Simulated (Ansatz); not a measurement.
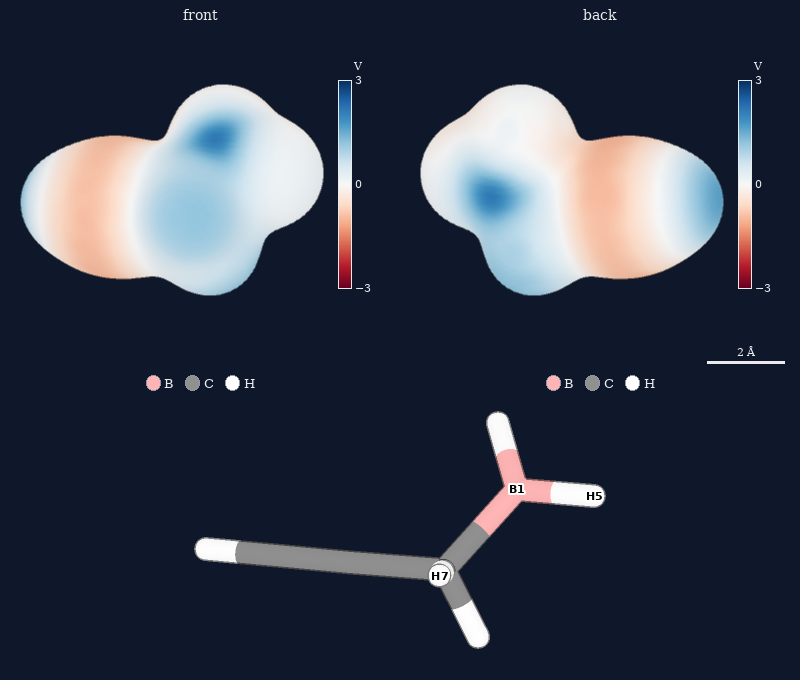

Figure 1: C$_{3}$H$_{5}$B (SMILES BCC#C). The electrostatic potential painted on the density surface at 0.002 e/bohr³, seen from the front and from behind; red is negative and blue positive. The bare structure is drawn below in the same view.

Geometry: PBE0-D4/def2-TZVP.

Method: RKS PBE0-D4/def2-TZVPP in Ansatz.

```xyz
9

B    -0.3968    0.8934   -1.1550
C     0.3068   -0.3299   -0.4854
C     0.1735   -0.4902    0.9477
C     0.0517   -0.6065    2.1363
H    -0.2862    1.0182   -2.3402
H    -1.0266    1.6906   -0.5285
H     1.3692   -0.2806   -0.7715
H    -0.0479   -1.2307   -1.0101
H    -0.0552   -0.7107    3.1897
```

### Describe the electrostatic potential map.

The most negative region (about −1.0 V) lies over C3 and C4, the most positive (about +2.0 V) over B1.
